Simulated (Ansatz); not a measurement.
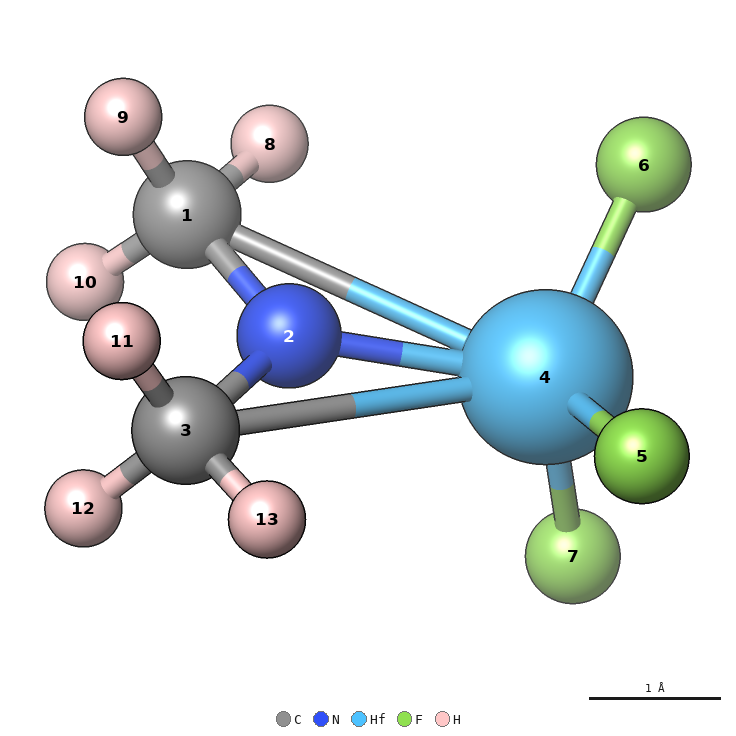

Orthographic view. Atoms fade into the background with distance from the viewer. The species is neutral and a spin singlet. The geometry was computed by an optimisation with PBE0-D4/def2-TZVP.

Write a Z-matrix (Å, degrees) in the order of the atom numbers, with these reference atoms: 2 to 1; 3 to 2, 1; 4 to 2, 3, 1; 5 to 4, 2, 3; 6 to 4, 5, 2; 7 to 4, 5, 2; 8 to 1, 2, 3; 9 to 1, 8, 2; 10 to 1, 8, 9; 11 to 3, 2, 1; 12 to 3, 11, 2; 13 to 3, 12, 11.

```
C  
N    1   1.446
C    2   1.446   1   113.0
Hf   2   2.009   3   123.6   1  -177.0
F    4   1.912   2   107.5   3   -29.0
F    4   1.912   5   114.8   2   119.6
F    4   1.916   5   109.2   2  -117.7
H    1   1.094   2   111.1   3   179.1
H    1   1.098   8   107.3   2   121.8
H    1   1.098   8   107.7   9   115.8
H    3   1.098   2   111.2   1   -59.6
H    3   1.098  11   107.8   2  -122.5
H    3   1.094  12   107.7  11   115.5
```
